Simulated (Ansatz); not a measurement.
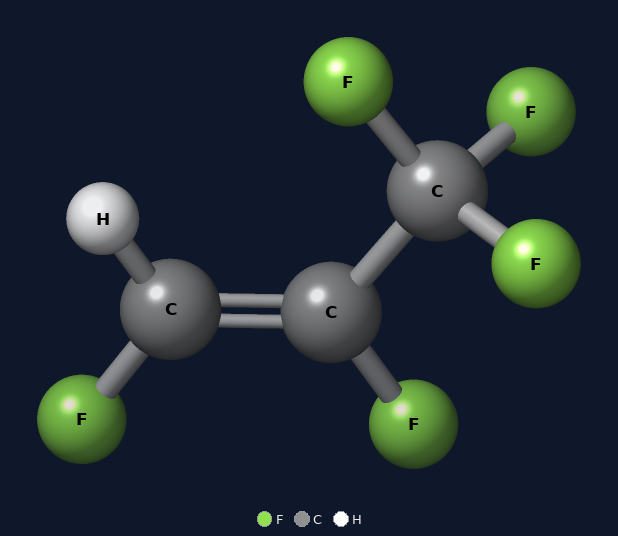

A ball-and-stick model of a molecule. Double and triple bonds are drawn as two and three sticks.

What is the molecular formula?

C3HF5, 9 atoms: 3 carbon, 1 hydrogen and 5 fluorine.

How many atoms are distinct by symmetry?

8: 1 F, 1 C, 1 C, 1 F, 1 C, 1 F, 2 F, 1 H.

Does it have rings?

It has no ring.

Name some functional groups or characteristic bonds that it holds.

Among them: alkene, C–F bond.

Write the SMILES.

F/C=C(\F)C(F)(F)F

The parts below concern this one geometry. Atoms keep their numbers from picture to picture. The computed structure is the end point of a PBE0-D4/def2-TZVP optimisation.

### Geometry

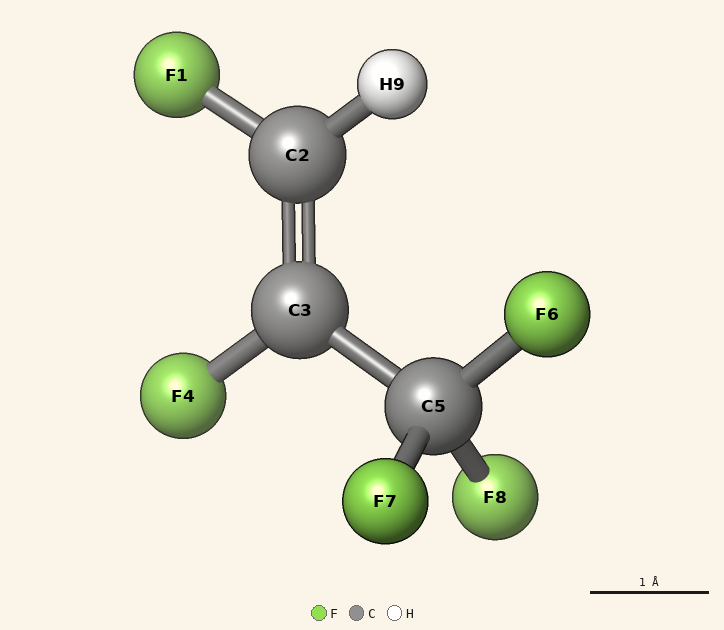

Atoms carry their numbers in the input.

Which atoms are bonded, and how long are the bonds?

```tsv
bond	length (Å)	order
F1–C2	1.322	single
C2–C3	1.322	double
C2–H9	1.081	single
C3–F4	1.325	single
C3–C5	1.497	single
C5–F6	1.334	single
C5–F7	1.335	single
C5–F8	1.335	single
```

### Levels of theory compared

Program: Ansatz 0.2.0.

Compare dipole (D) at these levels: B3LYP-D4/def2-TZVPP; PBE-D4/def2-TZVPP; PBE0-D4/def2-TZVP; r2SCAN-D4/def2-TZVPP; ωB97M-V/def2-TZVPP.

```csv
level,dipole (D)
B3LYP-D4/def2-TZVPP,1.56
PBE-D4/def2-TZVPP,1.41
PBE0-D4/def2-TZVP,1.55
r2SCAN-D4/def2-TZVPP,1.48
ωB97M-V/def2-TZVPP,1.57
```

### Charges

The questions are on Mulliken charges. Properties computed with RKS B3LYP-D4/def2-TZVPP (Ansatz 0.2.0).

Which atom carries the highest charge (most positive or least negative)?

C5 (0.50 e).

And the lowest?

F1, F4, F6 (−0.17 e).

Give the Mulliken charges atom by atom.

```
atom  value (e)
  F1      −0.17
  C2       0.07
  C3       0.13
  F4      −0.17
  C5       0.50
  F6      −0.17
  F7      −0.16
  F8      −0.16
  H9       0.14
```

### Thermal motion

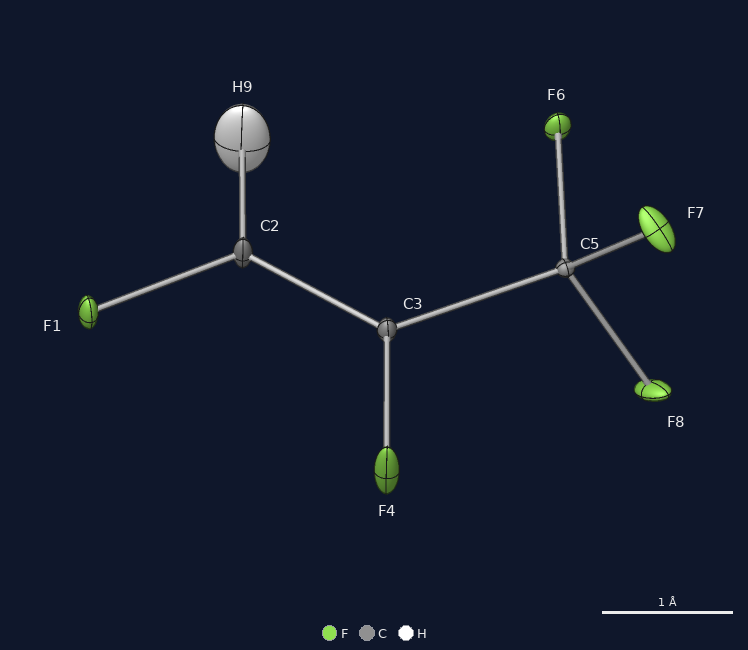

Displacement ellipsoids at the 50 % level, from the internal vibrations of the free molecule (harmonic, no overall translation or rotation; no half-axis is drawn under 0.075 Å). Vibrations computed with RKS PBE0-D4/def2-TZVP (Ansatz 0.2.0). Temperature: 298 K.

Which atom moves most?

H9, with U_eq = 0.0346 Å².

Does H9 move more along its bond or across it?

Across it: the root-mean-square amplitude is 0.079 Å along the bond and up to 0.280 Å across, since bending and torsion are softer than stretching.

Give the displacement parameters, one line for each set of equivalent atoms.

```json
{"atom": "F1", "U_eq (Å²)": "0.0067", "rms amplitudes (Å)": "0.044, 0.065, 0.118"}
{"atom": "C2", "U_eq (Å²)": "0.0056", "rms amplitudes (Å)": "0.039, 0.046, 0.115"}
{"atom": "C3", "U_eq (Å²)": "0.0035", "rms amplitudes (Å)": "0.034, 0.052, 0.081"}
{"atom": "F4", "U_eq (Å²)": "0.0150", "rms amplitudes (Å)": "0.051, 0.063, 0.196"}
{"atom": "C5", "U_eq (Å²)": "0.0014", "rms amplitudes (Å)": "0.035, 0.037, 0.042"}
{"atom": "F6", "U_eq (Å²)": "0.0055", "rms amplitudes (Å)": "0.032, 0.069, 0.103"}
{"atom": "F7, F8", "U_eq (Å²)": "0.0080", "rms amplitudes (Å)": "0.032, 0.072, 0.133"}
{"atom": "H9", "U_eq (Å²)": "0.0346", "rms amplitudes (Å)": "0.079, 0.139, 0.280"}
```

Mulliken values depend strongly on the basis set and can even reverse the polarity of a bond.
